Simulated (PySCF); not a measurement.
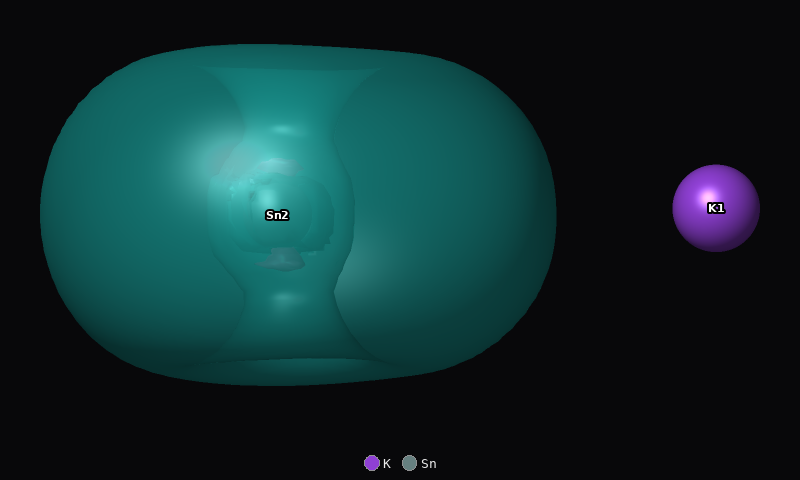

Figure 1: KSn (charge +1, triplet). Isosurfaces of the spin density (α minus β) at +0.015 (teal) and −0.015 e/Å³ (pink), seen from one side.

Core potentials replace the inner electrons of Sn.

Level of theory: PySCF 2.14.0, PBE0/def2-SVP, non-relativistic Hamiltonian with scalar-relativistic core potentials where named, at a bond length of 3.921 Å.

> Which atoms carry the spin?

The unpaired spin (2 electrons) lies mostly on Sn2 (about 1.8) and K1 (about 0.2), in electrons by Hirshfeld's partition.
